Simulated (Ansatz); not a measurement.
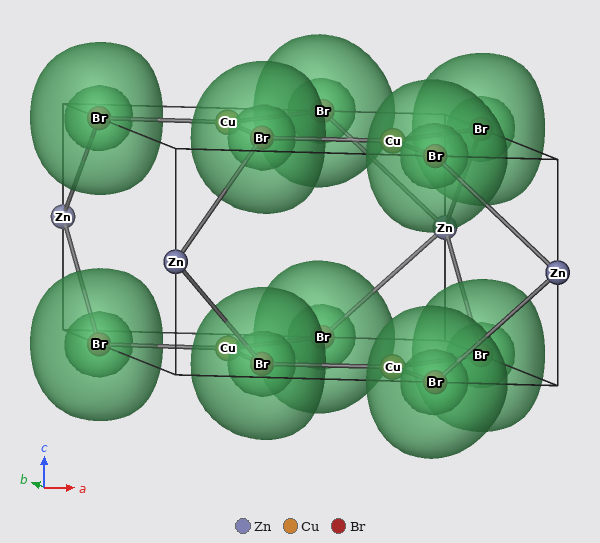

ZnCu₂Br₃. Isosurface of the ELF at 0.65 (green), seen slightly off an axis. Only the valence region is drawn (cores and ρ < 0.01 e/Å³ removed). Sticks mark near contacts.

Space group P-62m; a generated structure, not necessarily the stable one; computed without spin polarisation.

Computed with Ansatz, DFT PBE, scalar-relativistic, plane waves, PAW.

Input file:

```
crystal:
  lattice:
    - [6.9901653618, 0.0, 0.0]
    - [-3.4950826809, 6.05366078, 0.0]
    - [0.0, 0.0, 4.0579480198]
  atoms:
    - { symbol: Zn, position: [0.0, 0.0, 0.5] }
    - { symbol: Cu, position: [0.3333333333, 0.6666666667, 0.0] }
    - { symbol: Cu, position: [0.6666666667, 0.3333333333, 0.0] }
    - { symbol: Br, position: [0.6794440626, 0.0, 0.0] }
    - { symbol: Br, position: [0.0, 0.6794440626, 0.0] }
    - { symbol: Br, position: [0.3205559374, 0.3205559374, 0.0] }
basis:
  ecutwfc: 420
kpoints:
  mp_grid: { grid: [6, 6, 8] }
  band_path:
    path:
      - [[0.0, 0.0, 0.0], [0.5, 0.0, 0.0], [0.33333333, 0.33333333, 0.0], [0.0, 0.0, 0.0], [0.0, 0.0, 0.5], [0.5, 0.0, 0.5], [0.33333333, 0.33333333, 0.5], [0.0, 0.0, 0.5]]
      - [[0.5, 0.0, 0.5], [0.5, 0.0, 0.0]]
      - [[0.33333333, 0.33333333, 0.5], [0.33333333, 0.33333333, 0.0]]
    npoints: 14
hamiltonian:
  xc: pbe
scf:
  occupations: { method: gaussian, width: 0.1 }
  n_extra_bands: 15
output:
  forces: true
  stress: true
  eigenvalues: true
  populations: true
  dos: { projected: true, de: 0.02, nscf_kmesh: { grid: [8, 8, 10] } }
  bader: true
  write_density: true
  write_potential: true
  elf: true
  volumetric_format: npy
checkpoint:
  read: start.run
  write: ck
  compress: false
  write_wavefunctions: false
  write_every: 100000
```

Launched as:

```sh
ansatz run input.yaml --threads 1 --pin off --max-ram 2560MiB --backend cpu --events-out ev --progress --plain --runs-dir out
```

Below, planes, directions and counts refer to the conventional cell (a = 6.99 Å, b = 6.99 Å, c = 4.06 Å, α = 90.00°, β = 90.00°, γ = 120.00°).

Where are the electrons localised?

The ELF exceeds this value in three regions wrapped around Br (the valence shell of each), counted in one cell of 6 atoms. Any copies at cell faces, edges or corners count once. Along the contacts the grid gives the following. Cu–Br (2.38 Å): the ELF is about 0.45 at the midpoint. Zn–Br (3.02 Å): the ELF is about 0.30 at the midpoint and 0.15 at its lowest between the atoms: no localised pair shows between them.
